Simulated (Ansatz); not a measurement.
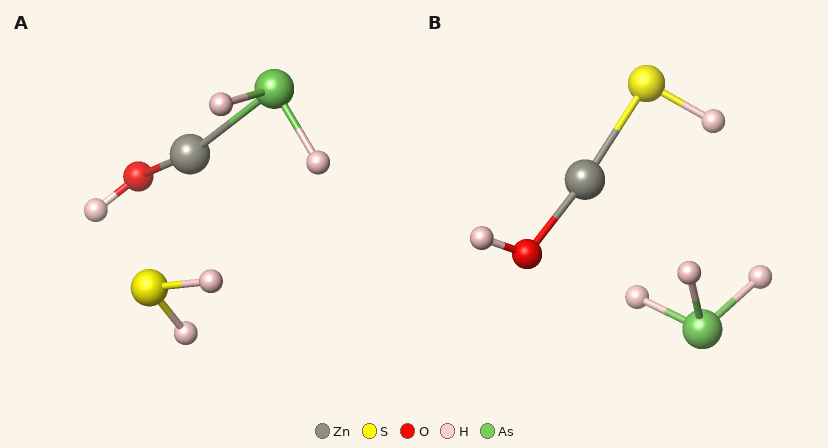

2 stationary structures of one formula. Geometries: PBE0-D4/def2-TZVP. Electronic energies: RHF-CCSD(T) (frozen core) with 3s3p of Cu, Zn/def2-TZVPP (Ansatz 0.2.0), without zero-point energy. Each is one conformer, not always the lowest.

**Rank them by energy, lowest first.**

B is lowest (a minimum); A lies 14.2 kJ/mol above it (a minimum).
